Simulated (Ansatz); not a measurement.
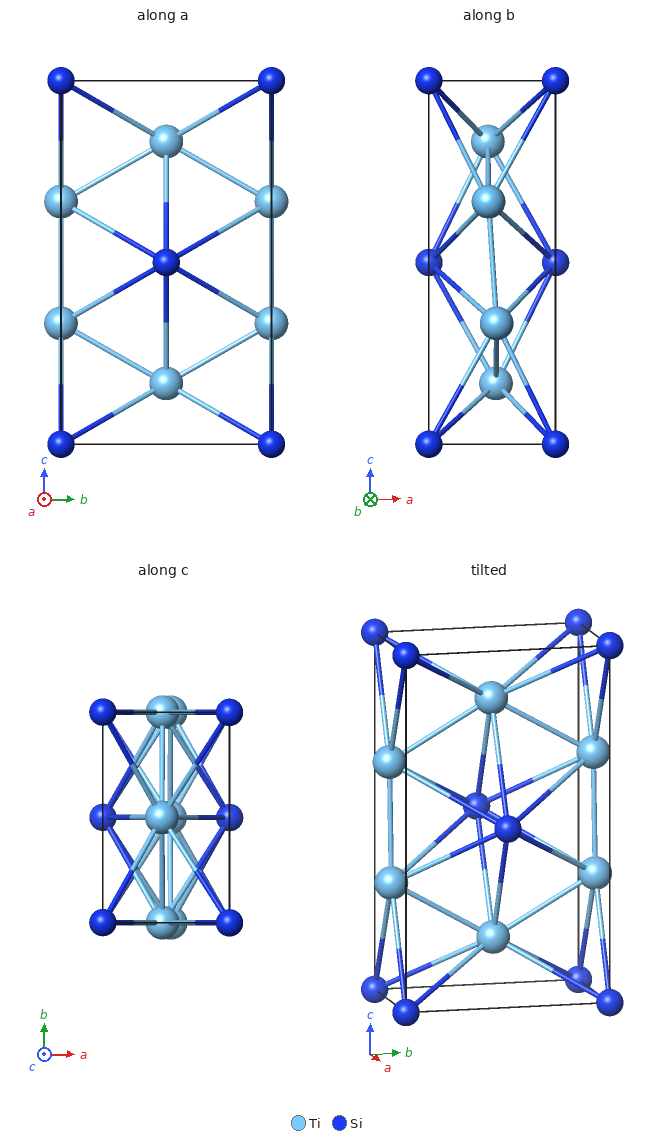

We look at a ball-and-stick model of the crystal along the a axis, along the b axis, along the c axis and slightly off an axis. The lines enclose the unit cell; boundary atoms appear with their images.

Lattice parameters: a = 2.6539 Å, b = 4.4114 Å, c = 7.6192 Å, α = 90.004°, β = 89.998°, γ = 90.124°.

From the views, write a CIF in P1 with every atom of the cell, with free fractional coordinates to two decimals.

Answer.
```cif
data_structure
_symmetry_space_group_name_H-M 'P 1'
_symmetry_Int_Tables_number 1
_cell_length_a 2.6539
_cell_length_b 4.4114
_cell_length_c 7.6192
_cell_angle_alpha 90.004
_cell_angle_beta 89.998
_cell_angle_gamma 90.124
_cell_volume 89.20
loop_
_atom_site_label
_atom_site_type_symbol
_atom_site_fract_x
_atom_site_fract_y
_atom_site_fract_z
_atom_site_occupancy
Ti1 Ti 0.53 0.00 0.33 1
Ti2 Ti 0.47 0.50 0.83 1
Ti3 Ti 0.53 0.50 0.17 1
Ti4 Ti 0.47 0.00 0.67 1
Si1 Si 0.00 0.00 0.00 1
Si2 Si 0.00 0.50 0.50 1
```

Origin of the cell: a structure type filled with these elements by a generator (whether the compound takes this form wasn't checked). The picture shows the end point of a geometry optimisation with DFT PBE, scalar-relativistic, plane waves, PAW (Ansatz).
